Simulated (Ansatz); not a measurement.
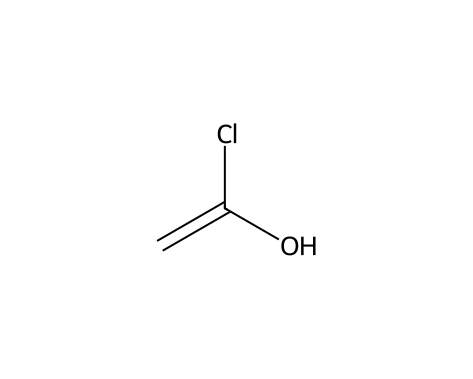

Transcribe the drawing into SMILES.

C=C(O)Cl

What is the molecular formula?

C2H3ClO.

An optimisation with PBE0-D4/def2-TZVP gave a structure of which point group?

Cs.

More results for the same structure follow; atom numbers are the same in all pictures, views and colours differ. The computed structure is the end point of a PBE0-D4/def2-TZVP optimisation.

### Geometry

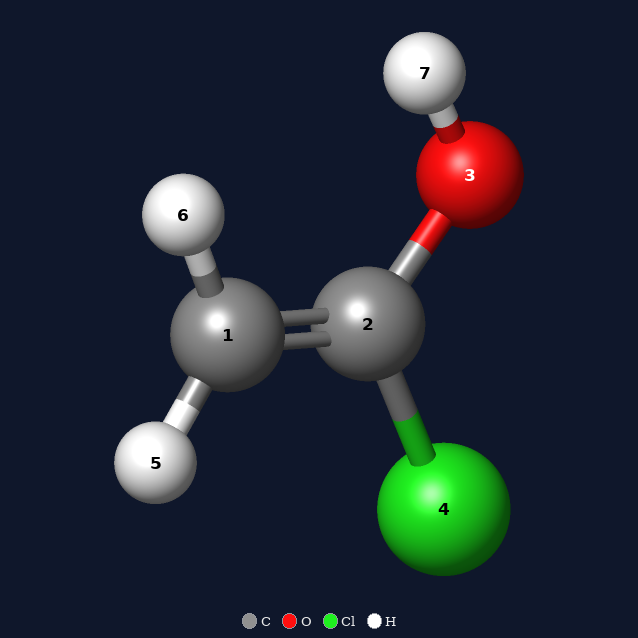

Numbered structure.

Which atoms are bonded, and how long are the bonds?

```
  bond  length (Å)   order
 C1–C2       1.327  double
 C1–H5       1.078  single
 C1–H6       1.083  single
 C2–O3       1.343  single
C2–Cl4       1.717  single
 O3–H7       0.964  single
```

### Dipole moment

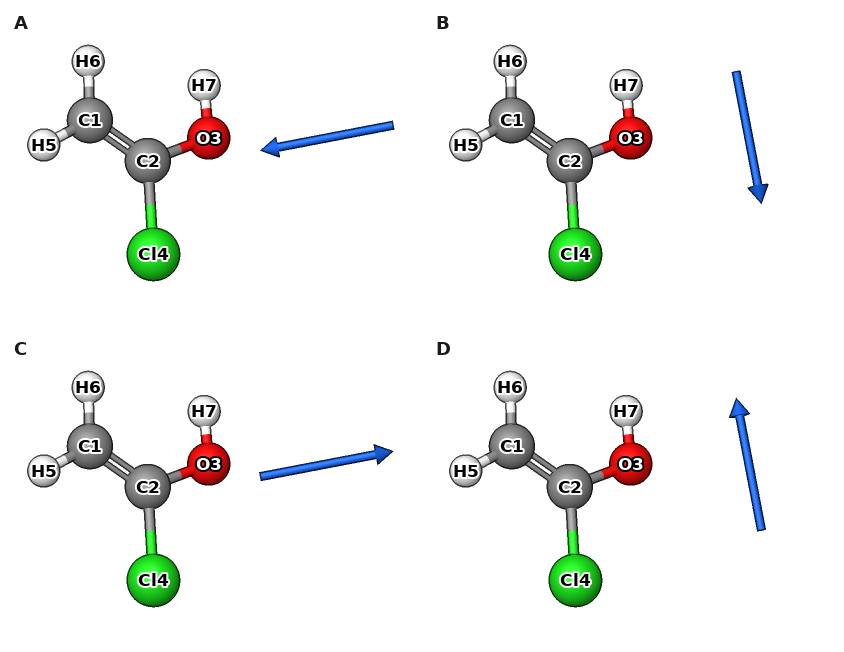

The same molecule four times, each with an arrow. Properties computed with RKS B3LYP-D4/def2-TZVPP (Ansatz 0.2.0).

Which arrow points along the dipole moment, from the negative to the positive end?

D. The dipole moment is 2.15 D; it points from the side of Cl4 to the side of H6 (the outermost atoms at the two ends).

### Electronic properties

Method: RKS r2SCAN0-D4/def2-TZVPP (Ansatz 0.2.0).

Give the dispersion correction at this level.

−3.3 kJ/mol.

Estimate the HOMO energy (Kohn–Sham orbital).

−7.17 eV.

Estimate the HOMO–LUMO gap.

7.66 eV.

### Vibrations

Harmonic vibrations computed with RKS PBE0-D4/def2-TZVP (Ansatz 0.2.0) at a stationary point of the same level.

List the wavenumbers.

15 modes: 341, 387, 446, 568, 703, 705, 803, 983, 1149, 1350, 1426, 1711, 3182, 3295, 3831 cm⁻¹.

### Thermal motion

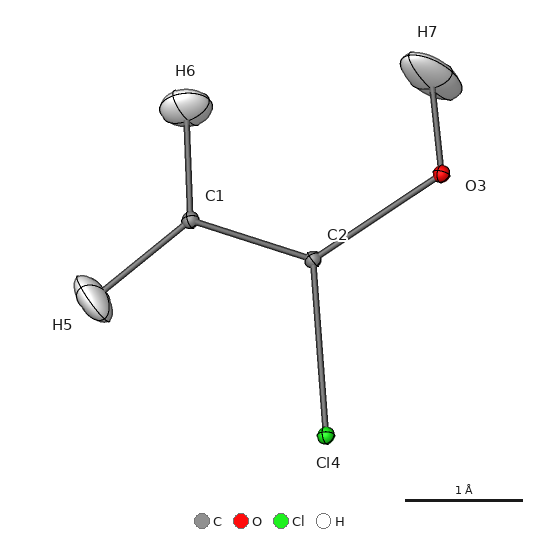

Displacement ellipsoids at the 50 % level, from the internal vibrations of the free molecule (harmonic, no overall translation or rotation; no half-axis is drawn under 0.075 Å). Vibrations computed with RKS PBE0-D4/def2-TZVP (Ansatz 0.2.0). Temperature: 400 K.

Which atom has the largest mean-square displacement?

H7, with U_eq = 0.0345 Å².

Does H7 move more along its bond or across it?

Across it: the root-mean-square amplitude is 0.078 Å along the bond and up to 0.285 Å across, since bending and torsion are softer than stretching.

List U_eq and the three principal root-mean-square amplitudes for each kind of atom.

```tsv
atom	U_eq (Å²)	rms amplitudes (Å)
C1	0.0013	0.025, 0.034, 0.047
C2	0.0017	0.035, 0.038, 0.050
O3	0.0012	0.023, 0.032, 0.046
Cl4	0.00037	0.006, 0.020, 0.026
H5	0.0179	0.077, 0.153, 0.156
H6	0.0183	0.083, 0.142, 0.166
H7	0.0345	0.076, 0.129, 0.285
```
